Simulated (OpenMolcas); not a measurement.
GeSiH5Cl (SMILES [SiH3][GeH2][Cl]): the energy, rung by rung

The species is GeSiH5Cl (8 atoms), meant as a singlet with charge 0. As SMILES, `[SiH3][GeH2][Cl]`. The shape is that of a PBE0-D4/def2-TZVP optimisation.

```xyz
8

Si   -0.8636    0.8273   -0.3025
Ge    0.7383   -0.8820    0.1184
Cl    1.9631   -0.1837    1.7662
H    -1.7449    0.4162   -1.4273
H    -0.1498    2.0787   -0.6589
H    -1.6785    1.0356    0.9202
H     1.7031   -1.1352   -1.0512
H     0.1246   -2.2139    0.5792
```

Each level gives the energy change with the Ge2–H7 bond stretched from 1.537 to 2.306 Å (eV). The values are calculated.

```json
{"level": "HF/def2-SVP (unrestricted)", "kind": "Hartree–Fock", "program": "OpenMolcas", "value (eV)": "2.22", "less CCSD(T)/def2-SVP": "+0.33", "CPU time (all runs)": "26 s"}
{"level": "SVWN5/def2-SVP (restricted)", "kind": "LDA", "program": "OpenMolcas", "value (eV)": "1.76", "less CCSD(T)/def2-SVP": "-0.13", "CPU time (all runs)": "49 s"}
{"level": "revPBE/def2-SVP (restricted)", "kind": "GGA", "program": "OpenMolcas", "value (eV)": "1.69", "less CCSD(T)/def2-SVP": "-0.20", "CPU time (all runs)": "78 s"}
{"level": "r2SCAN/def2-SVP (restricted)", "kind": "meta-GGA", "program": "OpenMolcas", "value (eV)": "1.89", "less CCSD(T)/def2-SVP": "0.00", "CPU time (all runs)": "1.8 min"}
{"level": "PBE0/def2-SVP (restricted)", "kind": "global hybrid", "program": "OpenMolcas", "value (eV)": "1.94", "less CCSD(T)/def2-SVP": "+0.05", "CPU time (all runs)": "82 s"}
{"level": "B2PLYP/def2-SVP (restricted)", "kind": "double hybrid", "program": "OpenMolcas", "value (eV)": "1.96", "less CCSD(T)/def2-SVP": "+0.07", "CPU time (all runs)": "69 s"}
{"level": "MP2/def2-SVP (restricted)", "kind": "perturbation theory", "program": "OpenMolcas", "value (eV)": "2.12", "less CCSD(T)/def2-SVP": "+0.23", "CPU time (all runs)": "20 s"}
{"level": "CCSD(T)/def2-SVP (restricted)", "kind": "coupled cluster or CI", "program": "OpenMolcas", "value (eV)": "1.89", "less CCSD(T)/def2-SVP": "0.00", "CPU time (all runs)": "2.5 min"}
```

CCSD(T)/def2-SVP (restricted) is the highest level here, not the true value. All-electron rows without a relativistic Hamiltonian named are non-relativistic. The first shape isn't each level's own minimum. The values span 1.69 to 2.22 eV. In the correlated wave-function rows the outer d shell of Ge is correlated, in sets not made for it. CPU times are rough (shared hosts, several kinds of processor and program).

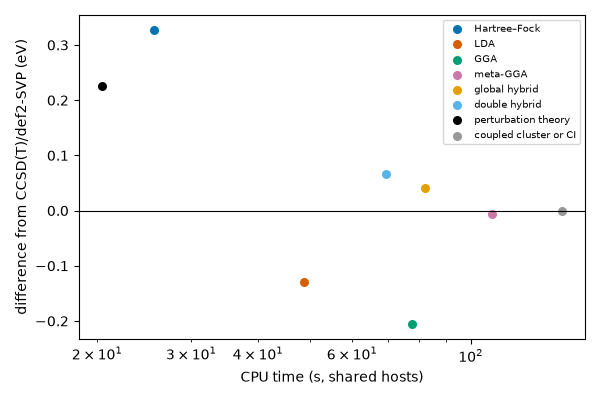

Difference from CCSD(T)/def2-SVP against processor time, one point a level.
